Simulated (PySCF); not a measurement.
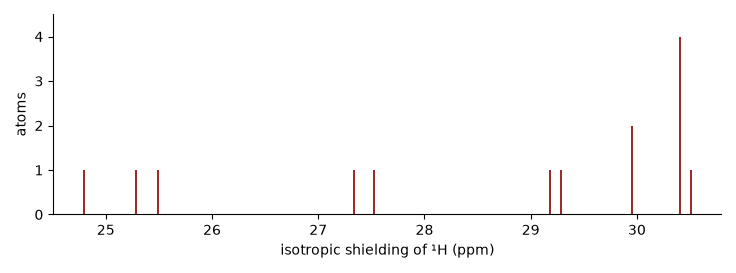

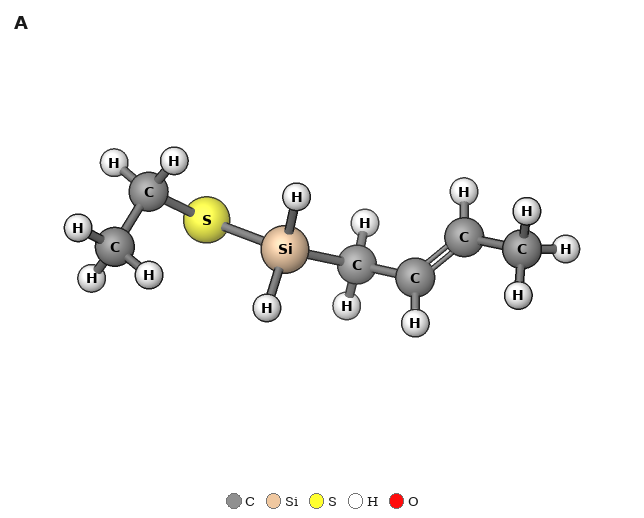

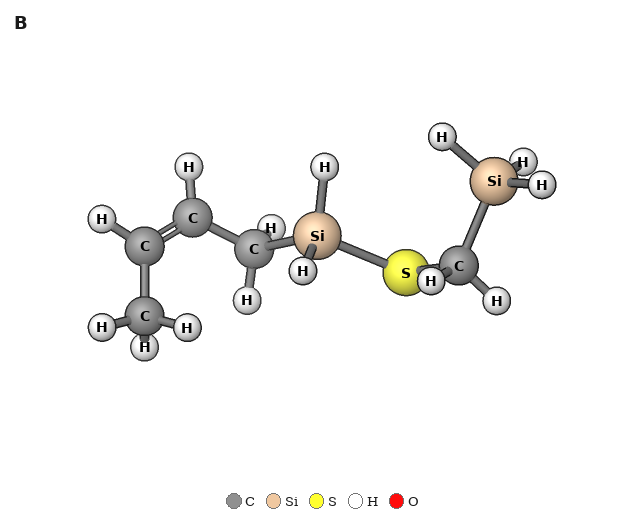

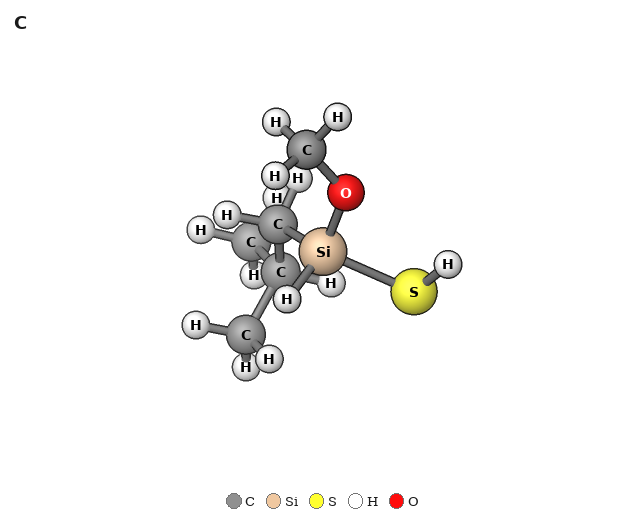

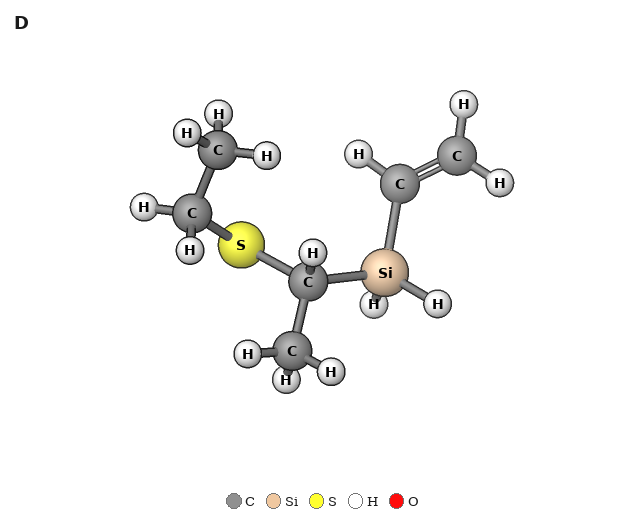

The sticks are computed shieldings of one of the molecules, for one fixed geometry (GFN2-xTB) without averaging over rotations. Low shielding means a high chemical shift. Method: GIAO PBE0/pcSseg-1 NMR shielding, non-relativistic, gas phase (PySCF 2.14.0).

**Match the spectrum to a structure.**

D, `C=C[SiH2][C@H](C)SCC`. Its 14 H atoms give lines at 24.79, 25.29, 25.49, 27.34, 27.52, 29.18, 29.29, 29.96 (2 atoms), 30.40 (4 atoms), 30.51 ppm.

The geometry is semi-empirical. Around Si such bond lengths and angles can be off by a tenth of an ångström or more and by several degrees, and values that hang on the shape move with them.
